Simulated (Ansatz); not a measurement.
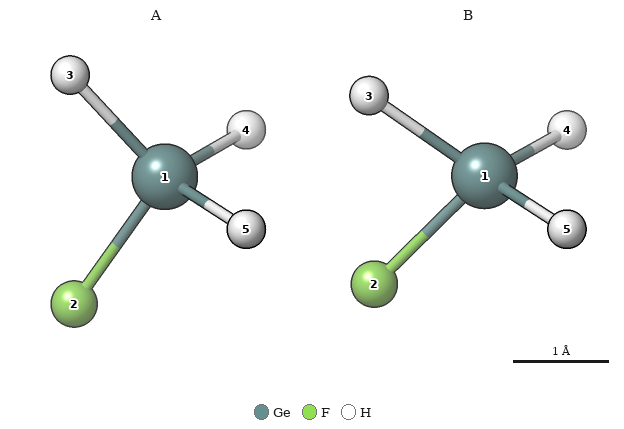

Two geometries of GeH₃F, drawn at one scale. One is the start of a relaxation, the other its converged end. The picture is a ball-and-stick view, seen from a free direction.

These are results of RKS B3LYP-D4/def2-SVP (Ansatz 0.2.0), not measurements. (no spin polarisation; force threshold 0.03 eV/Å; at most 50 steps)

**Which one is relaxed?**

Structure A is the relaxed one. The run prepares an end point of a later path (reaction) calculation, from a guessed geometry. The energy falls by 0.412 eV in 4 geometry steps. Largest force component: 2.2 eV/Å at the start, 0.013 eV/Å at the end. The largest move after the best rigid fit is that of H3, 0.27 Å. Largest moves by element: H 0.27 Å, F 0.26 Å, Ge 0.08 Å. Near-neighbour distances that change, for instance: Ge1–F2 1.705 → 1.751 Å, Ge1–H3 1.528 → 1.539 Å, Ge1–H4 1.543 → 1.539 Å. Bond angles that change, for instance: F2–Ge1–H3 84.4° → 106.7°, H3–Ge1–H4 117.7° → 112.1°, F2–Ge1–H4 111.2° → 106.7°.
